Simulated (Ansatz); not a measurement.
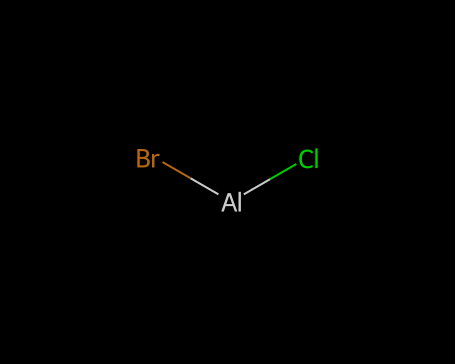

The drawing above gives the connectivity. State: neutral, doublet. The computed structure is the end point of a PBE0-D4/def2-TZVP optimisation. No frequency run is at hand to confirm it as a minimum.

Describe the 3D structure.

The molecule is AlBrCl. SMILES: `[Cl][Al][Br]`. This geometry has Cs symmetry. It is an open-shell species. Coordination: 1 Al bent.

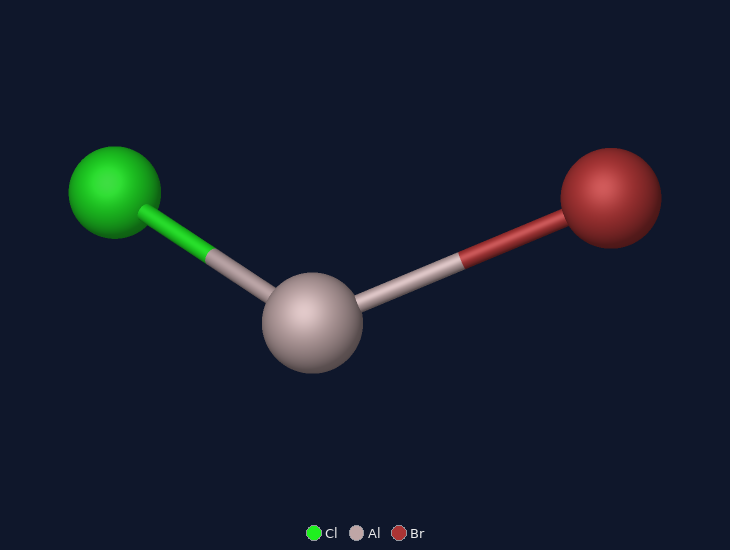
